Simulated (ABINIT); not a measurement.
# ZnSe (Stilleite): G0W0 with ABINIT, start to end, part 2 of 3

How does a plane-wave GW calculation on ZnSe (Stilleite) run from the first input to the gap?

ABINIT 10.8.3; PBE and many-body steps on it, plane waves. Known limits of the many-body steps: not at the basis limit; no spin-orbit coupling; coarse k mesh.

So far. Step 2 (Ground state): The gap is direct, at Γ.

## Step 3: Bands along the symmetry lines

Level of this step: DFT, PBE, plane waves, norm-conserving pseudopotentials (ABINIT).

The cheap functional maps the bands first; the places of the edges decide which points the dearer methods must see.

run.abi

```
acell 3*1.0 Angstrom
rprim 
  -0.000000000000 2.833800000000 2.833800000000
  2.833800000000 0.000000000000 2.833800000000
  2.833800000000 2.833800000000 -0.000000000000
ntypat 2
znucl 30 34
natom 2
typat 1 2
xred 
  0.000000000000 0.000000000000 0.000000000000
  0.250000000000 0.250000000000 0.250000000000
pp_dirpath "pseudos"
pseudos "Zn.upf, Se.upf"
ecut 48
iscf -2
irdden 1
kptopt 0
nkpt 50
kpt 
  0.00000000 0.00000000 0.00000000
  -0.06250000 -0.06250000 0.00000000
  -0.12500000 -0.12500000 0.00000000
  -0.18750000 -0.18750000 0.00000000
  -0.25000000 -0.25000000 0.00000000
  -0.31250000 -0.31250000 0.00000000
  -0.37500000 -0.37500000 0.00000000
  -0.43750000 -0.43750000 0.00000000
  -0.50000000 -0.50000000 0.00000000
  -0.48437500 -0.48437500 0.03125000
  -0.46875000 -0.46875000 0.06250000
  -0.45312500 -0.45312500 0.09375000
  -0.43750000 -0.43750000 0.12500000
  -0.42187500 -0.42187500 0.15625000
  -0.40625000 -0.40625000 0.18750000
  -0.39062500 -0.39062500 0.21875000
  -0.37500000 -0.37500000 0.25000000
  -0.37500000 0.00000000 0.37500000
  -0.32812500 0.00000000 0.32812500
  -0.28125000 0.00000000 0.28125000
  -0.23437500 0.00000000 0.23437500
  -0.18750000 0.00000000 0.18750000
  -0.14062500 0.00000000 0.14062500
  -0.09375000 0.00000000 0.09375000
  -0.04687500 0.00000000 0.04687500
  0.00000000 0.00000000 0.00000000
  0.00000000 0.00000000 0.06250000
  0.00000000 0.00000000 0.12500000
  0.00000000 0.00000000 0.18750000
  0.00000000 0.00000000 0.25000000
  0.00000000 0.00000000 0.31250000
  0.00000000 0.00000000 0.37500000
  0.00000000 0.00000000 0.43750000
  0.00000000 0.00000000 0.50000000
  -0.06250000 -0.03125000 0.46875000
  -0.12500000 -0.06250000 0.43750000
  -0.18750000 -0.09375000 0.40625000
  -0.25000000 -0.12500000 0.37500000
  -0.31250000 -0.15625000 0.34375000
  -0.37500000 -0.18750000 0.31250000
  -0.43750000 -0.21875000 0.28125000
  -0.50000000 -0.25000000 0.25000000
  -0.50000000 -0.28125000 0.21875000
  -0.50000000 -0.31250000 0.18750000
  -0.50000000 -0.34375000 0.15625000
  -0.50000000 -0.37500000 0.12500000
  -0.50000000 -0.40625000 0.09375000
  -0.50000000 -0.43750000 0.06250000
  -0.50000000 -0.46875000 0.03125000
  -0.50000000 -0.50000000 0.00000000
istwfk *1
nband 29
nbdbuf 2
tolwfr 1e-08
nstep 40
prtwf 0
prtvol 0
indata_prefix "in"
outdata_prefix "out"
tmpdata_prefix "tmp"
```

Command:

```
$ OMP_NUM_THREADS=1 mpirun -n 4 abinit run.abi > log
```

Numbers of over 12 decimals in the logs are rounded to 6 here.

Output:

```text
.Version 10.8.3 of ABINIT. v10.8.2 released Aug 2026.

 Symmetries : space group F-4 3 m (#216); Bravais cF (face-center cubic)
[... echo of the input left out ...]
== DATASET  1 ==================================================================
-   mpi_nproc: 4, omp_nthreads: 1 (-1 if OMP is not activated)

--- !DatasetInfo
iteration_state: {dtset: 1, }
dimensions: {natom: 2, nkpt: 50, mband: 29, nsppol: 1, nspinor: 1, nspden: 1, mpw: 4917, }
cutoff_energies: {ecut:  48.0, pawecutdg:  -1.0, }
electrons: {nelect:   4.40000000E+01, charge:   0.00000000E+00, occopt:   1.00000000E+00, tsmear:   1.00000000E-02, }

 Real(R)+Recip(G) space primitive vectors, cartesian coordinates (Bohr,Bohr^-1):
 R(1)=  0.0000000  5.3551059  5.3551059  G(1)= -0.0933688  0.0933688  0.0933688
 R(2)=  5.3551059  0.0000000  5.3551059  G(2)=  0.0933688 -0.0933688  0.0933688
 R(3)=  5.3551059  5.3551059  0.0000000  G(3)=  0.0933688  0.0933688 -0.0933688
 Unit cell volume ucvol=  3.0713845E+02 bohr^3
 Angles (23,13,12)=  6.00000000E+01  6.00000000E+01  6.00000000E+01 degrees

 getcut: wavevector=  0.0000  0.0000  0.0000  ngfft=  48  48  48
         ecut(hartree)=     48.000   => boxcut(ratio)=   2.03223

--- Pseudopotential description ------------------------------------------------
- Zn Generated using ONCVPSP code by D. R. Hamann
- 30.00000  20.00000  171031                  znucl, zion, pspdat
12 -101130 2 -1 1326                          pspcod,pspxc,lmax,lloc,mmax
     nproj     2     2     2
  pspatm : epsatm=   26.68164218
         --- l  ekb(1:nproj) -->
             0    2.827643   -1.532764
             1   -4.632527   -1.324876
             2   -6.943520   -2.557073
 pspatm: atomic psp has been read  and splines computed

- Se Generated using ONCVPSP code by D. R. Hamann
- 34.00000  24.00000  171031                  znucl, zion, pspdat
12 -101130 2 -1 1214                          pspcod,pspxc,lmax,lloc,mmax
     nproj     2     2     2
  pspatm : epsatm=   25.39064422
         --- l  ekb(1:nproj) -->
[...]
pspatm: atomic psp has been read  and splines computed

--------------------------------------------------------------------------------

================================================================================
 prteigrs : about to open file out_EIG
 Non-SCF case, kpt    1 (  0.00000  0.00000  0.00000), residuals and eigenvalues=
  3.39E-09  2.86E-09  5.98E-09  5.32E-09  7.61E-09  3.02E-09  4.24E-09  7.82E-09
  2.18E-09  3.21E-09  4.14E-09  1.76E-09  4.90E-09  2.39E-09  2.84E-09  9.89E-09
  4.17E-09  7.25E-09  9.91E-09  5.96E-09  3.30E-09  6.12E-09  1.70E-09  3.63E-09
  1.78E-09  6.17E-09  1.29E-09  5.03E-06  2.90E-05
 -7.4629E+00 -5.2385E+00 -5.2385E+00 -5.2385E+00 -4.4496E+00 -2.7650E+00
 -2.7650E+00 -2.7650E+00 -1.5698E+00 -1.5698E+00 -1.5698E+00 -1.5696E+00
 -1.5696E+00 -3.3425E-01 -8.7379E-02 -8.7379E-02 -8.7379E-02 -7.3851E-02
[...]
6.94E-09  5.44E-09  8.45E-09  2.26E-07  1.45E-06
[...]
Non-SCF case, kpt    3 ( -0.12500 -0.12500  0.00000), residuals and eigenvalues=
[...]
Non-SCF case, kpt   49 ( -0.50000 -0.46875  0.03125), residuals and eigenvalues=
[...]
Non-SCF case, kpt   50 ( -0.50000 -0.50000  0.00000), residuals and eigenvalues=
[...]
-1.5696E+00 -2.9542E-01 -8.6236E-02 -7.8086E-02 -7.8086E-02 -7.2078E-02
 -6.7227E-02 -2.1500E-02  7.2844E-02  7.2844E-02  2.6295E-01  2.8045E-01
[...]
--- !ResultsGS
iteration_state: {dtset: 1, }
comment   : Summary of ground state results
lattice_vectors:
- [ -0.0000000,   5.3551059,   5.3551059, ]
- [  5.3551059,   0.0000000,   5.3551059, ]
- [  5.3551059,   5.3551059,  -0.0000000, ]
lattice_lengths: [   7.57326,    7.57326,    7.57326, ]
lattice_angles: [ 60.000,  60.000,  60.000, ] # degrees, (23, 13, 12)
lattice_volume:   3.0713845E+02
convergence: {deltae:  0.000E+00, res2:  0.000E+00, residm:  9.978E-09, diffor:  0.000E+00, }
etotal    :  -5.47356177E+02
entropy   :   0.00000000E+00
fermie    :   1.53041323E-01
cartesian_stress_tensor: null
pressure_GPa: null
xred      :
- [  0.0000E+00,   0.0000E+00,   0.0000E+00, Zn]
- [  2.5000E-01,   2.5000E-01,   2.5000E-01, Se]
cartesian_forces: null
force_length_stats: {min: null, max: null, mean: null, }

 Integrated electronic density in atomic spheres:
 ------------------------------------------------
 Atom  Sphere_radius  Integrated_density
[...]
================================================================================

 ----iterations are completed or convergence reached----

 Mean square residual over all n,k,spin=   48.025E-10; max=  99.776E-10
 reduced coordinates (array xred) for    2 atoms
       0.000000000000      0.000000000000      0.000000000000
       0.250000000000      0.250000000000      0.250000000000

 cartesian coordinates (angstrom) at end:
    1      0.000000     0.000000     0.000000
    2      1.416900     1.416900     1.416900
 length scales=  1.889726125908  1.889726125908  1.889726125908 bohr
              =  1.000000000000  1.000000000000  1.000000000000 angstroms
 prteigrs : about to open file out_EIG
 Eigenvalues (hartree) for nkpt=  50  k points:
 kpt#   1, nband= 29, wtk=  1.00000, kpt=  0.0000  0.0000  0.0000 (reduced coord)
[...]
kpt#   2, nband= 29, wtk=  1.00000, kpt= -0.0625 -0.0625  0.0000 (reduced coord)
[...]
kpt#   3, nband= 29, wtk=  1.00000, kpt= -0.1250 -0.1250  0.0000 (reduced coord)
[...]
kpt#  49, nband= 29, wtk=  1.00000, kpt= -0.5000 -0.4687  0.0313 (reduced coord)
[...]
0.54216    0.55971    0.56900    0.66542    0.68318
 kpt#  50, nband= 29, wtk=  1.00000, kpt= -0.5000 -0.5000  0.0000 (reduced coord)
[...]
-1.56977   -1.56975   -1.56975   -1.56961   -1.56960   -0.29542   -0.08624   -0.07809
  -0.07809   -0.07208   -0.06723   -0.02150    0.07284    0.07284    0.26295    0.28045
   0.54749    0.56671    0.56671    0.66715    0.68505

== END DATASET(S) ==============================================================
================================================================================

 -outvars: echo values of variables after computation  --------
            nband          29
             nkpt          50
          spgroup         216
 [... the other variables as echoed above ...]

 Calculation completed.
```

The job ended after 22 s (4 MPI ranks of Intel Xeon 6975P-C (Granite Rapids), shared host; peak memory 0.41 GiB).

Numbers from this step:

```
gap                        : 1.288 eV
k of the valence top       : 0, 0, 0
k of the conduction bottom : 0, 0, 0
least direct gap           : 1.288 eV
```

The gap is 1.288 eV, as in the run before at this level.

The electronic bands at the labelled points (eV, zero at the top of the highest filled band):

```
    point  band 19  band 20  band 21  band 22  band 23  band 24  band 25  band 26
        Γ    -6.17     0.00     0.00     0.00     1.29     5.81     5.81     5.81
        X    -5.99    -4.75    -2.18    -2.18     2.99     3.47    10.73    11.26
        U    -5.91    -4.71    -3.08    -1.79     3.59     5.60     9.05     9.28
jump to K    -5.91    -4.71    -3.08    -1.79     3.59     5.60     9.05     9.28
        Γ    -6.17     0.00     0.00     0.00     1.29     5.81     5.81     5.81
        L    -6.01    -5.22    -0.87    -0.87     2.55     6.39     6.39     8.57
        W    -5.87    -4.68    -2.76    -2.66     5.49     5.56     6.97     7.72
        X    -5.99    -4.75    -2.18    -2.18     2.99     3.47    10.73    11.26
```

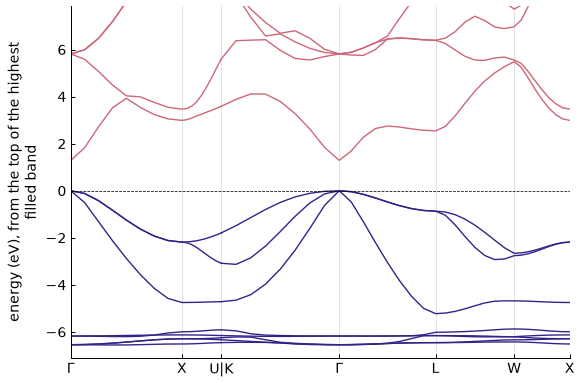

Electronic bands along the path; lines of filled and empty bands in two colours.

## Step 4: Empty states on the mesh, 4×4×4 mesh, 120 bands

The sums over transitions need many empty states on a uniform mesh; this step solves for them.

run.abi

```
acell 3*1.0 Angstrom
rprim 
  -0.000000000000 2.833800000000 2.833800000000
  2.833800000000 0.000000000000 2.833800000000
  2.833800000000 2.833800000000 -0.000000000000
ntypat 2
znucl 30 34
natom 2
typat 1 2
xred 
  0.000000000000 0.000000000000 0.000000000000
  0.250000000000 0.250000000000 0.250000000000
pp_dirpath "pseudos"
pseudos "Zn.upf, Se.upf"
ecut 48
ngkpt 4 4 4
nshiftk 1
shiftk 0 0 0
kptopt 1
chksymbreak 0
iscf -2
irdden 1
istwfk *1
nband 120
nbdbuf 10
tolwfr 1e-09
nstep 60
prtvol 0
indata_prefix "in"
outdata_prefix "out"
tmpdata_prefix "tmp"
```

Output:

```text
.Version 10.8.3 of ABINIT. v10.8.2 released Aug 2026.

 Symmetries : space group F-4 3 m (#216); Bravais cF (face-center cubic)
[... echo of the input left out ...]
== DATASET  1 ==================================================================
-   mpi_nproc: 4, omp_nthreads: 1 (-1 if OMP is not activated)

--- !DatasetInfo
iteration_state: {dtset: 1, }
dimensions: {natom: 2, nkpt: 8, mband: 120, nsppol: 1, nspinor: 1, nspden: 1, mpw: 4910, }
cutoff_energies: {ecut:  48.0, pawecutdg:  -1.0, }
electrons: {nelect:   4.40000000E+01, charge:   0.00000000E+00, occopt:   1.00000000E+00, tsmear:   1.00000000E-02, }

 Real(R)+Recip(G) space primitive vectors, cartesian coordinates (Bohr,Bohr^-1):
 R(1)=  0.0000000  5.3551059  5.3551059  G(1)= -0.0933688  0.0933688  0.0933688
 R(2)=  5.3551059  0.0000000  5.3551059  G(2)=  0.0933688 -0.0933688  0.0933688
 R(3)=  5.3551059  5.3551059  0.0000000  G(3)=  0.0933688  0.0933688 -0.0933688
 Unit cell volume ucvol=  3.0713845E+02 bohr^3
 Angles (23,13,12)=  6.00000000E+01  6.00000000E+01  6.00000000E+01 degrees

 getcut: wavevector=  0.0000  0.0000  0.0000  ngfft=  48  48  48
         ecut(hartree)=     48.000   => boxcut(ratio)=   2.03223

--- Pseudopotential description ------------------------------------------------
- Zn Generated using ONCVPSP code by D. R. Hamann
- 30.00000  20.00000  171031                  znucl, zion, pspdat
12 -101130 2 -1 1326                          pspcod,pspxc,lmax,lloc,mmax
     nproj     2     2     2
  pspatm : epsatm=   26.68164218
         --- l  ekb(1:nproj) -->
             0    2.827643   -1.532764
             1   -4.632527   -1.324876
             2   -6.943520   -2.557073
 pspatm: atomic psp has been read  and splines computed

- Se Generated using ONCVPSP code by D. R. Hamann
- 34.00000  24.00000  171031                  znucl, zion, pspdat
12 -101130 2 -1 1214                          pspcod,pspxc,lmax,lloc,mmax
     nproj     2     2     2
  pspatm : epsatm=   25.39064422
         --- l  ekb(1:nproj) -->
[...]
pspatm: atomic psp has been read  and splines computed

--------------------------------------------------------------------------------

================================================================================
 prteigrs : about to open file out_EIG
 Non-SCF case, kpt    1 (  0.00000  0.00000  0.00000), residuals and eigenvalues=
  1.93E-10  6.70E-11  9.34E-11  8.30E-11  7.39E-10  2.18E-10  1.23E-10  2.03E-10
  2.74E-10  3.78E-10  4.18E-10  3.54E-10  3.83E-10  6.53E-10  3.39E-10  7.69E-10
  6.00E-10  4.41E-10  8.80E-10  1.20E-10  4.92E-10  6.92E-10  3.16E-10  2.27E-10
[...]
-7.4629E+00 -5.2385E+00 -5.2385E+00 -5.2385E+00 -4.4496E+00 -2.7650E+00
 -2.7650E+00 -2.7650E+00 -1.5698E+00 -1.5698E+00 -1.5698E+00 -1.5696E+00
 -1.5696E+00 -3.3425E-01 -8.7379E-02 -8.7379E-02 -8.7379E-02 -7.3851E-02
[...]
3.2242E+00  3.2492E+00  3.2492E+00  3.2492E+00  3.2570E+00  3.2570E+00
  3.3016E+00  3.3016E+00  3.3016E+00  3.3228E+00  3.3605E+00  3.3750E+00
 prteigrs : prtvol=0 or 1, do not print more k-points.

--- !ResultsGS
iteration_state: {dtset: 1, }
comment   : Summary of ground state results
lattice_vectors:
- [ -0.0000000,   5.3551059,   5.3551059, ]
- [  5.3551059,   0.0000000,   5.3551059, ]
- [  5.3551059,   5.3551059,  -0.0000000, ]
lattice_lengths: [   7.57326,    7.57326,    7.57326, ]
lattice_angles: [ 60.000,  60.000,  60.000, ] # degrees, (23, 13, 12)
lattice_volume:   3.0713845E+02
convergence: {deltae:  0.000E+00, res2:  0.000E+00, residm:  9.943E-10, diffor:  0.000E+00, }
etotal    :  -5.47356177E+02
entropy   :   0.00000000E+00
fermie    :   1.53041323E-01
cartesian_stress_tensor: null
pressure_GPa: null
xred      :
- [  0.0000E+00,   0.0000E+00,   0.0000E+00, Zn]
- [  2.5000E-01,   2.5000E-01,   2.5000E-01, Se]
cartesian_forces: null
force_length_stats: {min: null, max: null, mean: null, }

 Integrated electronic density in atomic spheres:
 ------------------------------------------------
 Atom  Sphere_radius  Integrated_density
[...]
================================================================================

 ----iterations are completed or convergence reached----

 Mean square residual over all n,k,spin=   41.988E-11; max=  99.426E-11
 reduced coordinates (array xred) for    2 atoms
       0.000000000000      0.000000000000      0.000000000000
       0.250000000000      0.250000000000      0.250000000000

 cartesian coordinates (angstrom) at end:
    1      0.000000     0.000000     0.000000
    2      1.416900     1.416900     1.416900
 length scales=  1.889726125908  1.889726125908  1.889726125908 bohr
              =  1.000000000000  1.000000000000  1.000000000000 angstroms
 prteigrs : about to open file out_EIG
 Eigenvalues (hartree) for nkpt=   8  k points:
 kpt#   1, nband=120, wtk=  0.01563, kpt=  0.0000  0.0000  0.0000 (reduced coord)
[...]
3.16986    3.16987    3.22418    3.22418    3.22418    3.24918    3.24918    3.24918
   3.25704    3.25704    3.30164    3.30164    3.30164    3.32279    3.36050    3.37496
 prteigrs : prtvol=0 or 1, do not print more k-points.

== END DATASET(S) ==============================================================
================================================================================

 -outvars: echo values of variables after computation  --------
            nband         120
             nkpt           8
          spgroup         216
 [... the other variables as echoed above ...]

 Calculation completed.
```

Run time: 29 s. Hardware: 4 MPI ranks; peak memory 0.41 GiB.

This step gave:

* gap: 1.288 eV
* k of the valence top: 0, 0, 0
* k of the conduction bottom: 0, 0, 0
* least direct gap: 1.288 eV
* k points computed: 8
* lowest point of the top converged band, above the valence top: 81.6638 eV

On this mesh the gap is 1.288 eV.

## Step 5: Screening, 4×4×4 mesh, 110 bands, screening to 149.7 eV

The RPA dielectric matrix is built and inverted for each q.

This step: RPA screening on PBE, plane waves, norm-conserving pseudopotentials.

Changes to run.abi since step 4:

```diff
@@ -20,10 +20,11 @@
 chksymbreak 0
-iscf -2
-irdden 1
 istwfk *1
-nband 120
-nbdbuf 10
-tolwfr 1e-09
-nstep 60
-prtvol 0
+occopt 1
+irdwfk 1
+optdriver 3
+nband 110
+ecuteps 5.5
+inclvkb 2
+awtr 1
+symchi 1
 indata_prefix "in"
```

Output:

```text
.Version 10.8.3 of ABINIT. v10.8.2 released Aug 2026.

 Symmetries : space group F-4 3 m (#216); Bravais cF (face-center cubic)
[... echo of the input left out ...]
== DATASET  1 ==================================================================
-   mpi_nproc: 4, omp_nthreads: 1 (-1 if OMP is not activated)

--- !DatasetInfo
iteration_state: {dtset: 1, }
dimensions: {natom: 2, nkpt: 8, mband: 110, nsppol: 1, nspinor: 1, nspden: 1, mpw: 4910, }
cutoff_energies: {ecut:  48.0, pawecutdg:  -1.0, }
electrons: {nelect:   4.40000000E+01, charge:   0.00000000E+00, occopt:   1.00000000E+00, tsmear:   1.00000000E-02, }

 SCREENING: Calculation of the susceptibility and dielectric matrices

 Based on a program developped by R.W. Godby, V. Olevano, G. Onida, and L. Reining.
 Incorporated in ABINIT by V. Olevano, G.-M. Rignanese, and M. Torrent.
.Using double precision arithmetic ; gwpc =  8

[... cell and pseudopotentials left out ...]
--------------------------------------------------------------------------------

 ==== K-mesh for the wavefunctions ====
 Number of points in the irreducible wedge :     8
[... list of points left out ...]
 Together with 24 symmetry operations and time-reversal symmetry
 yields    64 points in the full Brillouin Zone.

 ==== Q-mesh for the screening function ====
 Number of points in the irreducible wedge :     8
[... list of points left out ...]
 Together with 24 symmetry operations and time-reversal symmetry
 yields    64 points in the full Brillouin Zone.

 setmesh: FFT mesh size selected  =    32x   32x   32
          total number of points  =        32768

 vcoul_init : cutoff-mode = AUXILIARY_FUNCTION
 q-points for optical limit:   1
     1)      0.000010    0.000020    0.000030

- screening: taking advantage of time-reversal symmetry
- Maximum band index for partially occupied states nbvw = 22
- Remaining bands to be divided among processors   nbcw = 88
- Number of bands treated by each node ~22

 Number of electrons calculated from density =   44.0000; Expected =   44.0000
 average of density, n =  0.143258
 r_s =    1.1856
 omega_plasma =   36.5103 [eV]

 calculating chi0 at frequencies [eV] :
  1    0.000000E+00    0.000000E+00
  2    0.000000E+00    3.651025E+01

--------------------------------------------------------------------------------
  q-point number  1        q = ( 0.000000, 0.000000, 0.000000) [r.l.u.]
--------------------------------------------------------------------------------
[... chi0 elements left out ...]
 For q-point:  0.000010 0.000020 0.000030
  dielectric constant =  13.5187
  dielectric constant without local fields =  14.4692

  Average fulfillment of the sum rule on Im[epsilon] for q-point    1 :     34.84  [%]
[... wings left out ...]
  q-point number  2        q = ( 0.250000, 0.000000, 0.000000) [r.l.u.]
--------------------------------------------------------------------------------
[... chi0 elements left out ...]
  Average fulfillment of the sum rule on Im[epsilon] for q-point    2 :     41.29  [%]

 [... 6 further q-points ...]
```

Elapsed: 36 s, on 4 MPI ranks; peak memory 1.2 GiB.

Numbers from this step:

- ε∞ with local fields, on this mesh, along the program's q direction: 13.52
- the same without local fields: 14.47
- plasma frequency: 36.51 eV
- plane waves in the screening matrix: 169

Local fields lower ε∞ by 7 %. On a Γ-centred mesh this coarse the value itself is usually too large, while a short band sum pulls it down.

(Continued in part 3 of 3.)

[Paths, hosts, dates, memory and timing lines, banners, echoed tables and standing remarks are left out of the program output.]

[Logs are printed without paths, hosts, clocks, repeated set-up lines and the standing remarks that a program may print on its own settings, such as how far it seeks lower states.]

[Runs of the session that timed out or met a known fault of the program may be left out.]

[Hosts, paths, dates, database ids (printed as entryN), source tags and the programs' standing remarks are cut or masked in the printed files.]

[G0W0 gaps are taken among the corrected bands and points alone; a level outside them can change the order at an edge.]

[Where Ansatz stands beside ABINIT at settings called matched, ABINIT's density can come from a denser mesh and the files from another edition; pairs whose starting gaps differed by over 0.03 eV were left out, so agreement reads better than it is.]
